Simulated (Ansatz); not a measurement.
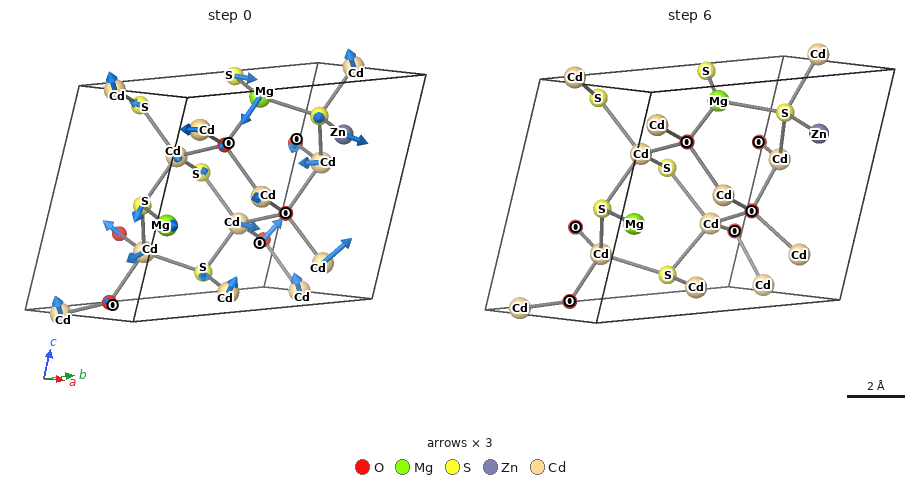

The structure of a crystal of Mg2ZnCd9S6O6 (a generated structure, set up in P1) (coarse preliminary run) before (left) and after (right) a relaxation, at one scale. The blue arrows give the displacements (the part carried along by the change of the cell is left out), 3 times their true length.

Style: ball-and-stick. Shown: the cell of the calculation, reduced to other axes, from a free direction. Lengths and directions refer to the drawn axes.

Case: elements placed on the wurtzite lattice with unlike neighbours.

Theory: DFT PBE, scalar-relativistic, plane waves, PAW (Ansatz 0.2.0).

Input
```yaml
crystal:
  lattice:
    - [5.56444751, 3.21263525, 0.0]
    - [1.0e-08, 6.4252705, 6.0096033]
    - [5.5644475, -3.21263525, 6.0096033]
  atoms:
    - { symbol: O, position: [0.9784039779, 0.3543470694, 0.0242985298] }
    - { symbol: O, position: [0.980780037, 0.691691689, 0.684122628] }
    - { symbol: O, position: [0.8934158519, 0.7732200153, 0.1021856835] }
    - { symbol: O, position: [0.3918963935, 0.6118503698, 0.2716782014] }
    - { symbol: O, position: [0.3912010827, 0.940762706, 0.9361557109] }
    - { symbol: O, position: [0.3948418886, 0.2729816235, 0.6025863129] }
    - { symbol: Mg, position: [0.0847810816, 0.583356709, 0.914968377] }
    - { symbol: Mg, position: [0.5760012578, 0.08718169, 0.4148264402] }
    - { symbol: S, position: [0.9768543542, 0.0217244461, 0.3545474938] }
    - { symbol: S, position: [0.4811557804, 0.5221886859, 0.8525133896] }
    - { symbol: S, position: [0.4796035684, 0.8539156055, 0.5226100247] }
    - { symbol: S, position: [0.4807699885, 0.1906965679, 0.1860354597] }
    - { symbol: S, position: [0.8988756678, 0.4389444149, 0.4349884352] }
    - { symbol: S, position: [0.8954762167, 0.1046985959, 0.7688006618] }
    - { symbol: Zn, position: [0.0852657799, 0.2457270935, 0.2508073527] }
    - { symbol: Cd, position: [0.1669134702, 0.1694699115, 0.8326425476] }
    - { symbol: Cd, position: [0.168167733, 0.5024228245, 0.4986145975] }
    - { symbol: Cd, position: [0.1670035542, 0.8327184788, 0.1676788326] }
    - { symbol: Cd, position: [0.6683831599, 0.3314481867, 0.6666911346] }
    - { symbol: Cd, position: [0.6672259946, 0.6656736988, 0.3326062859] }
    - { symbol: Cd, position: [0.6633336986, 2.89484e-05, 0.0032417143] }
    - { symbol: Cd, position: [0.0842261949, 0.9159602826, 0.5824124292] }
    - { symbol: Cd, position: [0.5822721553, 0.4144791029, 0.0815337362] }
    - { symbol: Cd, position: [0.587851526, 0.7459423048, 0.7462115694] }
  symmetry: { detect: false }
basis:
  ecutwfc: 420
kpoints:
  mp_grid: { grid: [2, 2, 2], shift: [0.5, 0.5, 0.5] }
hamiltonian:
  xc: pbe
scf:
  occupations: { method: gaussian, width: 0.1 }
  lower_state_search: "off"
output:
  forces: true
  stress: true
  eigenvalues: true
relax:
  adjacent_minimum: "off"
  f_tol: 0.04
  max_steps: 50
  cell: { stress_tol: 0.3 }
```

Launched with:
```bash
ansatz run input.yaml --threads 4 --pin off --max-ram 9216MiB --backend cpu --events-out ev --progress --plain --runs-dir out
```

> Summarise the run.

After 5 accepted moves (6 points after the start) the energy has fallen by 306 meV per atom. The largest force component goes from 2.9 to 0.02 eV/Å. Pressure: 14.22 GPa at the start and 0.23 GPa at the end. At 1 point the geometry stayed and the basis and grid were re-selected for the new cell (energy shift of 3.4 meV per atom at most each time). The atom that moves furthest relative to the cell is Cd18 (0.46 Å along [−1 3 3]). Largest moves by element: Cd 0.46 Å, Mg 0.42 Å, O 0.35 Å, Zn 0.32 Å, S 0.28 Å. The volume changes by +9.9 %, with a 6.425 → 6.690 Å (+4.1 %), b 8.798 → 8.971 Å (+2.0 %), c 8.798 → 9.060 Å (+3.0 %), α 78.5° → 78.7°, β 68.6° → 68.7°, γ 68.6° → 69.1°. Some distances before and after: S10–Cd18 3.760 → 3.168 Å, S9–Cd18 2.259 → 2.633 Å, S9–Cd22 2.271 → 2.582 Å, S13–Cd17 2.271 → 2.565 Å. Bond angles that change, for instance: O6–Mg8–S9 108.3° → 122.2°, Mg8–S12–Cd23 111.1° → 97.2°, O5–Cd18–S9 108.9° → 95.3°. The space group stays P1 (No. 1).
